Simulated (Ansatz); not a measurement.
Computed energy over volume and axial ratio: Y(AlSi)2 (space group P-3m1)

Y(AlSi)₂ (space group P-3m1)

Space group P-3m1 (No. 164); a = b = 4.170 Å, c = 6.511 Å, α = β = 90.00°, γ = 120.00°

| atom | site | symmetry | x | y | z |
|---|---|---|---|---|---|
| Y | 1a | -3m. | 0.0000 | 0.0000 | 0.0000 |
| Al | 2d | 3m. | 0.6667 | 0.3333 | 0.3551 |
| Si | 2d | 3m. | 0.3333 | 0.6667 | 0.2572 |

The relaxed cell is deformed in two ways at once: its volume V is scaled, and at that volume it is stretched along z (the c axis of the conventional cell) so that c/a changes. Fractional atomic positions are held.

Level of theory: PBEsol (plane waves to 420 eV, PAW, scalar-relativistic; Ansatz, a quantum-chemistry and plane-wave program). k mesh 13×13×7 (Γ-centred), Fermi-Dirac smearing 0.05 eV. The energy includes the smearing's −TS. Stress and pressure are positive under compression. As the atoms are clamped, bonds stretch with the cell, which overstates energies and stresses. With partly filled bands, the response to shear is sensitive to the k mesh, so small differences along c/a are uncertain. Y(AlSi)2 is run without spin polarisation. Y(AlSi)2 was relaxed with its symmetry unable to fall. ΔE is measured from the relaxed starting cell.

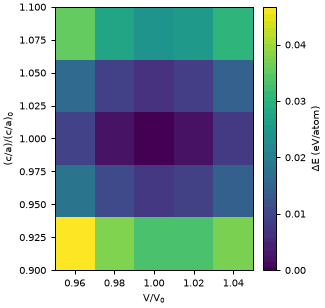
Figure: ΔE (eV/atom) over the 5×5 grid of computed points.

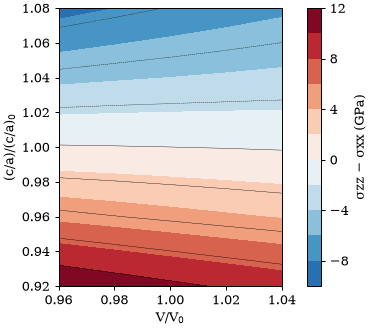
Figure. σzz − σxx (GPa) over the 5×5 grid of computed points.

Highest place on the grid: V/V₀ = 0.960, (c/a)/(c/a)₀ = 0.920 (47 meV/atom). Lowest place on the grid: V/V₀ = 1.000, (c/a)/(c/a)₀ = 1.000 (0 meV/atom).

(Under strain, the slope of the energy per volume gives the stress and its curvature an elastic modulus.)
